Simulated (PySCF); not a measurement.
```xyz
7

La    0.3408    0.1865   -0.1865
Cl    1.6599    2.0180    1.4868
Cl   -2.4019   -0.4449    0.4449
Cl    1.6599   -1.4868   -2.0180
O    -1.6152    1.6188   -1.6188
H    -2.0768    1.8281   -0.7906
H    -2.0768    0.7906   -1.8281
```

Core potentials replace the inner electrons of La.

All numbers below come from RKS PBE0, La lcecp-0-SVP with ECP47, Cl def2-SVP, O def2-SVP, H def2-SVP; non-relativistic Hamiltonian with scalar-relativistic core potentials where named; density fitting (PySCF).

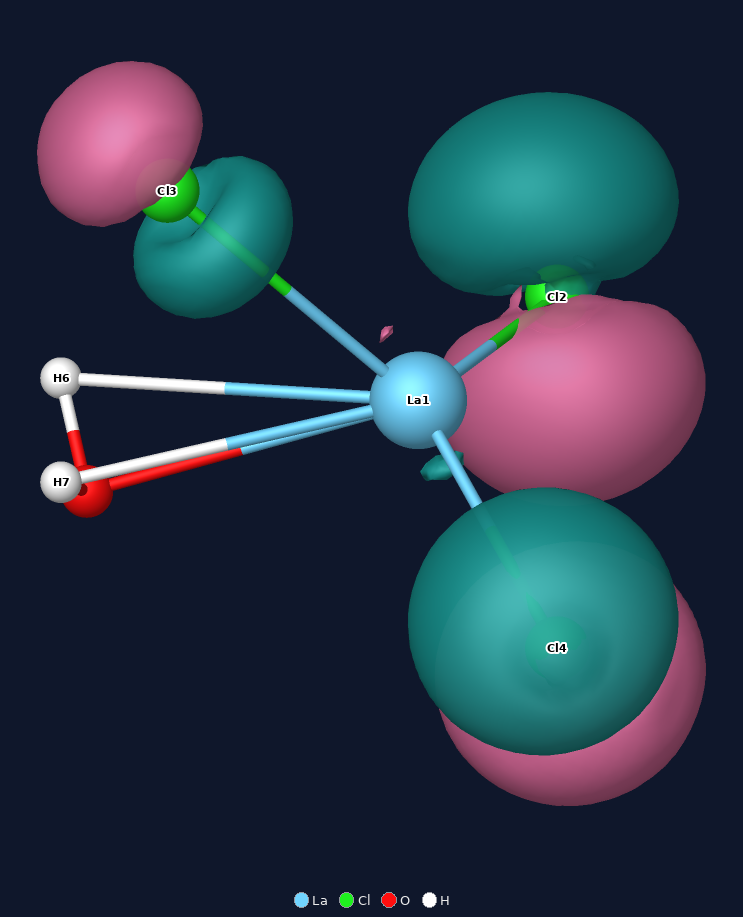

Cl₃H₂LaO (charge −1). The HOMO−1 at ±0.1 Å⁻³ᐟ² (teal and pink are the two phases), seen at an oblique angle.

Q: Where does this orbital lie, and at what energy?

A: Its weight (Hirshfeld) is mainly on Cl2 (about 40 %), Cl4 (about 40 %) and Cl3 (about 10 %); largely a combination of lone pairs on Cl2, Cl4 and Cl3. Its energy is −3.68 eV.
